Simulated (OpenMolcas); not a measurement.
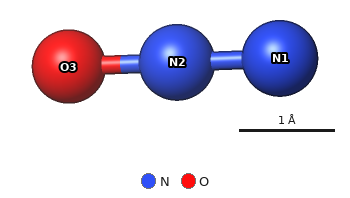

Figure 1. The structure as given in the input (ball-and-stick view, seen at a tilt; atoms are numbered from 1 in the order of the input).

## Geometry relaxation, with input and output: N2O (part 1 of 3)

The run: geometry relaxation of N2O. Method and program: CASSCF/ANO-RCC-VDZP, DKH2 (OpenMolcas 26.06).

The geometry comes from this level: PBE0-D4/def2-TZVP.

## Input
```
&GATEWAY
Coord
3
angstrom
N       -0.511700       1.001300      -0.167900
N       -0.008400       0.016500      -0.002800
O        0.520100      -1.017800       0.170700
Basis = ANO-RCC-VDZP
Group = NoSym
RICD
>>> COPY $CurrDir/step2.RasOrb $Project.RasOrb
>>> EXPORT MOLCAS_MAXITER=40
>>> Do While
&SEWARD
&RASSCF
FileOrb = $Project.RasOrb
Spin = 1
Nactel = 6 0 0
Inactive = 8
Ras2 = 6
OrbListing = Nothing
&SLAPAF
>>> EndDo
```

Launched with:
```bash
export MOLCAS_MEM=1860
pymolcas step3.inp > step3.log
```

## Output
```
--- Start Module: gateway ---

                                              &GATEWAY

                       available to each process: 1.9 GB of memory, 1 thread

++    Symmetry information:
      ---------------------

                    Character Table for C1

                             E
                    a        1  x, y, xy, Rz, z, xz, Ry, yz, Rx, I
--

++    Basis set information:
      ----------------------

      Basis set label: N.ANO-RCC...3S2P1D.

      Electronic valence basis set:
      ------------------
      Associated Effective Charge   7.000000 au
      Associated Actual Charge      7.000000 au
      Nuclear Model: Point charge

      Shell  nPrim  nBasis  Cartesian Spherical Contaminant
         s      14       3        X
         p       9       2        X
         d       4       1                 X

      Basis set label: O.ANO-RCC...3S2P1D.

      Electronic valence basis set:
      ------------------
      Associated Effective Charge   8.000000 au
      Associated Actual Charge      8.000000 au
      Nuclear Model: Point charge

      Shell  nPrim  nBasis  Cartesian Spherical Contaminant
         s      14       3        X
         p       9       2        X
         d       4       1                 X
--

++    Molecular structure info:
      -------------------------

                    ************************************************
                    **** Cartesian Coordinates / bohr, angstrom ****
                    ************************************************

     Center  Label                x              y              z                     x              y              z
        1      N1              -0.966973       1.892183      -0.317285             -0.511700       1.001300      -0.167900
        2      N2              -0.015874       0.031180      -0.005291             -0.008400       0.016500      -0.002800
        3      O3               0.982847      -1.923363       0.322576              0.520100      -1.017800       0.170700

                    ***************************************
                    *    InterNuclear Distances / bohr    *
                    ***************************************

               1 N1            2 N2            3 O3
    1 N1       0.000000
    2 N2       2.113116        0.000000
    3 O3       4.332391        2.219275        0.000000

                    *******************************************
                    *    InterNuclear Distances / angstrom    *
                    *******************************************

               1 N1            2 N2            3 O3
    1 N1       0.000000
    2 N2       1.118213        0.000000
    3 O3       2.292602        1.174390        0.000000

                    **************************************
                    *    Valence Bond Angles / degree    *
                    **************************************
                          Atom centers                 Phi
                      1 N1       2 N2       3 O3       179.99
--

            Nuclear Potential Energy             61.34786172 au

--- Stop Module: gateway /rc=_RC_ALL_IS_WELL_ ---

>>> COPY step2.RasOrb step3.RasOrb

>>> EXPORT MOLCAS_MAXITER = 40

--- Start Module: seward ---

                                              &SEWARD

                       available to each process: 1.9 GB of memory, 1 thread

               SEWARD will generate:
                  Multipole Moment integrals up to order  2
                  Kinetic Energy integrals
                  Nuclear Attraction integrals (point charge)
                  One-Electron Hamiltonian integrals
                  Velocity integrals
                  Relativistic Douglas-Kroll-Hess integrals:
                    - Parametrization         : EXP
                    - DKH order of Hamiltonian: 2
                    - DKH order of Properties : 0
                         - multipole moment operators
                         - electric potential operators
                         - contact operators
                  Orbital angular momentum around (  0.0445  -0.0871   0.0146 )
                  Velocity quadrupole around (  0.0445  -0.0871   0.0146 )
                  Atomic mean-field integrals
                  RI decomposed two-electron repulsion integrals stored Cholesky style
                   - acCD auxiliary basis
                   - CD Threshold:   1.00E-04

                   Integrals are discarded if absolute value <: 1.00E-14
                   Integral cutoff threshold is set to       <: 1.00E-16

            Nuclear Potential Energy             61.34786172 au

      Basis set specifications :
      Symmetry species         a
      Basis functions           42

--- Stop Module: seward /rc=_RC_ALL_IS_WELL_ ---

--- Start Module: rasscf ---

                                              &RASSCF

                       available to each process: 1.9 GB of memory, 1 thread

      Header of the ONEINT file:
      --------------------------

      OrdInt status: non-squared

      Cartesian coordinates in angstrom:
      -----------------------------------------------------
      No.  Label        X            Y            Z
      -----------------------------------------------------
       1   N1        -0.51170000   1.00130000  -0.16790000
       2   N2        -0.00840000   0.01650000  -0.00280000
       3   O3         0.52010000  -1.01780000   0.17070000
      -----------------------------------------------------
      Nuclear repulsion energy =   61.34786172

++    Wave function specifications:
      -----------------------------

      Number of closed shell electrons          16
      Number of electrons in active shells       6
      Max number of holes in RAS1 space          0
      Max nr of electrons in RAS3 space          0
      Number of inactive orbitals                8
      Number of active orbitals                  6
      Number of secondary orbitals              28
      Spin quantum number                      0.0
      State symmetry                             1
--

++    Orbital specifications:
      -----------------------

      Symmetry species                           1
                                                 a
      Frozen orbitals                            0
      Inactive orbitals                          8
      Active orbitals                            6
      RAS1 orbitals                              0
      RAS2 orbitals                              6
      RAS3 orbitals                              0
      Secondary orbitals                        28
      Deleted orbitals                           0
      Number of basis functions                 42
--

++    CI expansion specifications:
      ----------------------------

      Number of CSFs                           175
      Number of spin combinations              210
      Number of determinants                   400
      Number of root(s) required                 1
      Root chosen for geometry opt.              1
      CI root used                               1

      highest root included in the CI            1
      max. size of the explicit Hamiltonian    175
--

++    Optimization specifications:
      ----------------------------

      RASSCF algorithm: LK RI/DF
      Maximum number of macro iterations       200
      Maximum number of SX iterations          100
      Threshold for RASSCF energy            1.000E-08
      Threshold for max MO rotation          1.000E-01
      Threshold for max BLB element          1.000E-04
      Level shift parameter                  5.000E-01
      Make Quasi-Newton update
--

      The MO-coefficients are taken from the file:
      step3.RasOrb
      Title: RASSCF average (pseudo-natural) orbitals

      Total molecular charge    0.00

      ************************************************************************************************************************
      *                                            Wave function control section                                             *
      ************************************************************************************************************************

                                         RASSCF iterations: Energy and convergence statistics
                                         ----------------------------------------------------

          iter iter root      energy       change     param      element    value   shift minimum  type update hh:mm:ss
 Nr of preliminary CI iterations:   1
        1   1   53    1  -183.94387060    0.00E+00  -2.47E-01*  10  28 1  3.87E-02*  0.00   0.00    SX    NO    0:00:00
        2   1   11    1  -183.96596894   -2.21E-02* -7.08E-02    7  17 1 -1.49E-02*  0.00   0.00    SX    NO    0:00:00
        3   1   11    1  -183.96843165   -2.46E-03* -3.11E-02    4  32 1  1.16E-02*  0.00   0.00    SX    NO    0:00:00
        4   1   11    1  -183.96910419   -6.73E-04* -1.28E-02    6  12 1  8.38E-03*  0.00   0.00    SX    NO    0:00:00
        5   1   10    1  -183.96943169   -3.28E-04*  1.34E-02   10  28 1  6.15E-03*  0.00   0.80    QN   YES    0:00:00
        6   1    9    1  -183.96968670   -2.55E-04*  1.82E-02   10  28 1  2.85E-03*  0.00   2.50    LS   YES    0:00:00
        7   1    9    1  -183.96985276   -1.66E-04* -2.30E-02    7  13 1 -4.28E-03*  0.00   1.23    QN   YES    0:00:00
        8   1    9    1  -183.97000027   -1.48E-04*  3.42E-02    7  13 1 -3.06E-03*  0.00   2.15    QN   YES    0:00:00
        9   1    9    1  -183.97014683   -1.47E-04*  2.03E-02    4  14 1  1.47E-03*  0.00   1.52    QN   YES    0:00:00
       10   1    9    1  -183.97021807   -7.12E-05* -1.20E-02    9  25 1 -1.33E-03*  0.00   1.62    QN   YES    0:00:00
       11   1    8    1  -183.97024972   -3.16E-05*  5.02E-03    9  22 1  6.53E-04*  0.00   1.28    QN   YES    0:00:00
       12   1    8    1  -183.97025567   -5.96E-06*  3.23E-03    4  32 1  1.98E-04*  0.00   1.40    QN   YES    0:00:00
       13   1    8    1  -183.97025742   -1.75E-06*  3.03E-03    4  14 1 -1.48E-04*  0.00   1.50    QN   YES    0:00:00
       14   1    8    1  -183.97025827   -8.46E-07*  2.61E-03    6  12 1  1.47E-04*  0.00   1.64    QN   YES    0:00:00
       15   1    7    1  -183.97025874   -4.72E-07* -8.98E-04    6  12 1  8.97E-05   0.00   1.40    QN   YES    0:00:00
       16   1    6    1  -183.97025886   -1.19E-07*  1.68E-04    8  14 1  3.04E-05   0.00   1.27    QN   YES    0:00:00
       17   1    5    1  -183.97025887   -1.41E-08*  5.79E-05   11  18 1  7.73E-06   0.00   1.19    QN   YES    0:00:00
       18   1    4    1  -183.97025887   -7.79E-10  -1.10E-05    8  22 1  4.84E-06   0.00   2.50    QN   YES    0:00:00
      Convergence after 18 iterations
       19   1    4    1  -183.97025887   -6.33E-11  -1.10E-05    8  22 1  1.82E-06   0.00   2.50    QN   YES    0:00:00

      ************************************************************************************************************************
                                                      Wave function printout:
                       occupation of active orbitals, and spin coupling of open shells (u,d: Spin up or down)
      ************************************************************************************************************************

      Note: transformation to natural orbitals
      has been made, which may change the order of the CSFs.

      printout of CI-coefficients larger than  0.05 for root  1
      energy=    -183.970259
      conf/sym  111111     Coeff  Weight
             1  222000  -0.97084 0.94253
            11  220200   0.09982 0.00996
            18  2udud0   0.08911 0.00794
            26  u2du0d  -0.05134 0.00264
            31  202020   0.09982 0.00996
            39  ud20ud  -0.05134 0.00264
            46  022002   0.06598 0.00435
            47  2uudd0   0.09894 0.00979
            51  u2ud0d  -0.05731 0.00328
            55  uu20dd  -0.05731 0.00328

      Natural orbitals and occupation numbers for root  1
      sym 1:   1.976828   1.951913   1.951913   0.047901   0.047901   0.023543

      ************************************************************************************************************************
      *                                                    Final results                                                     *
      ************************************************************************************************************************

++    Final optimization conditions:
      ------------------------------

      Average CI energy                            -183.97025887
      RASSCF energy for state  1                   -183.97025887
      Super-CI energy                                -0.00000000
      RASSCF energy change                           -0.00000000
      Max change in MO coefficients               1.001E-05
      Max non-diagonal density matrix element    -1.097E-05
      Maximum BLB matrix element                  1.822E-06
      (orbital pair   8,  22 in symmetry   1)
      Norm of electronic gradient            5.853E-06
--

      Final state energy(ies):
      ------------------------

::    RASSCF root number  1 Total energy:   -183.97025887
      Von Neumann Entropy (Root   1) =  0.41848

      Mulliken population analysis for root number:  1
      -----------------------------------------------

++    Molecular charges:
      ------------------

      Mulliken charges per centre
      ---------------------------

                N1      N2      O3
      Total    7.1709  6.5684  8.2607

      N-E     -0.1709  0.4316 -0.2607

      Total electronic charge=   22.000000

      Total            charge=   -0.000000
--

      Expectation values of various properties for root number:  1
      -----------------------------------------------------------

++    Molecular properties:
      ---------------------

      Charge (e):
                      =   -0.0000
      Dipole Moment (debye):
      Origin of the operator (angstrom)=    0.0235   -0.0461    0.0077
                   X=  1.3952E-01               Y= -2.7292E-01               Z=  4.5721E-02           Total=  3.0991E-01
      Quadrupole Moment (debye*angstrom):
      Origin of the operator (angstrom)=    0.0235   -0.0461    0.0077
                  XX= -1.6175E+01              XY=  1.3521E+00              XZ= -2.2675E-01              YY= -1.8130E+01
                  YZ=  4.4372E-01              ZZ= -1.5559E+01
      In traceless form (debye*angstrom)
                  XX=  6.6921E-01              XY=  2.0282E+00              XZ= -3.4012E-01              YY= -2.2632E+00
                  YZ=  6.6557E-01              ZZ=  1.5940E+00
--
```
